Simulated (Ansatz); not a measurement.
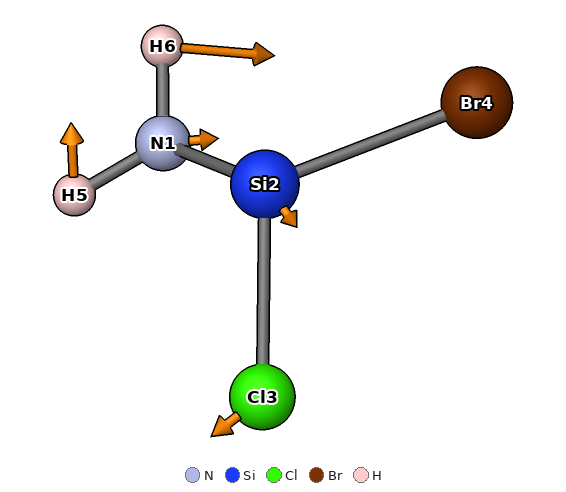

The arrows show one normal mode. Charge 0, doublet. Harmonic vibrations computed with UKS PBE0-D4/def2-TZVP (Ansatz 0.2.0) at a stationary point of the same level.

### Estimate its harmonic wavenumber.

124 cm⁻¹; it is mode 1 of 12 counted from the lowest.
